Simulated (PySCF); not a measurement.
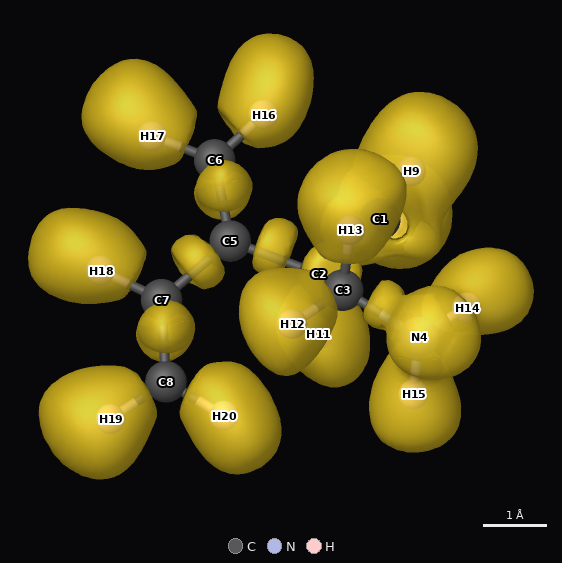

*C$_{7}$H$_{12}$N (doublet). Isosurface of the electron localisation function at 0.75 (yellow), seen at a tilt. Only the valence region is drawn (cores and ρ < 0.01 e/Å³ removed).*

Geometry: GFN2-xTB.

Method: UKS B3LYP, pcH-1 on C H N, non-relativistic, mean-field spin-orbit, GIAO (PySCF).

```json
{"atom": "C", "x (Å)": "-1.8571", "y (Å)": "-0.7399", "z (Å)": "0.1505"}
{"atom": "C", "x (Å)": "-0.6109", "y (Å)": "-0.1085", "z (Å)": "-0.3103"}
{"atom": "C", "x (Å)": "-0.4524", "y (Å)": "1.3138", "z (Å)": "0.2941"}
{"atom": "N", "x (Å)": "-1.4331", "y (Å)": "2.2728", "z (Å)": "-0.1658"}
{"atom": "C", "x (Å)": "0.6396", "y (Å)": "-0.9133", "z (Å)": "0.0353"}
{"atom": "C", "x (Å)": "0.6599", "y (Å)": "-1.7634", "z (Å)": "1.0617"}
{"atom": "C", "x (Å)": "1.8415", "y (Å)": "-0.7132", "z (Å)": "-0.7624"}
{"atom": "C", "x (Å)": "1.9965", "y (Å)": "0.0952", "z (Å)": "-1.8046"}
{"atom": "H", "x (Å)": "-2.2497", "y (Å)": "-0.5291", "z (Å)": "1.1273"}
{"atom": "H", "x (Å)": "-2.3492", "y (Å)": "-1.4802", "z (Å)": "-0.4497"}
{"atom": "H", "x (Å)": "-0.6409", "y (Å)": "-0.0285", "z (Å)": "-1.4054"}
{"atom": "H", "x (Å)": "0.5388", "y (Å)": "1.7058", "z (Å)": "0.0548"}
{"atom": "H", "x (Å)": "-0.5355", "y (Å)": "1.2425", "z (Å)": "1.3816"}
{"atom": "H", "x (Å)": "-2.3698", "y (Å)": "1.9363", "z (Å)": "0.0340"}
{"atom": "H", "x (Å)": "-1.3614", "y (Å)": "2.4006", "z (Å)": "-1.1701"}
{"atom": "H", "x (Å)": "-0.2079", "y (Å)": "-1.9407", "z (Å)": "1.6719"}
{"atom": "H", "x (Å)": "1.5502", "y (Å)": "-2.3125", "z (Å)": "1.3201"}
{"atom": "H", "x (Å)": "2.6865", "y (Å)": "-1.3095", "z (Å)": "-0.4383"}
{"atom": "H", "x (Å)": "2.9404", "y (Å)": "0.1644", "z (Å)": "-2.3181"}
{"atom": "H", "x (Å)": "1.2093", "y (Å)": "0.7184", "z (Å)": "-2.1933"}
```

Question: Where are the electrons localised?

Answer: The ELF exceeds this value in five regions between bonded C–C atoms (shared pairs), eight regions around hydrogen nuclei, one joined region spread over several atoms (C, H), in which their bonds and any lone pairs are merged and one joined region spread over several atoms (H, N), in which their bonds and any lone pairs are merged. Profiles from the grid: C–C (1.33 Å): the ELF peaks at about 0.95 between the atoms; a short, multiple covalent bond. C–N (1.45 Å): the ELF peaks at about 0.90 between the atoms; a shared electron pair.
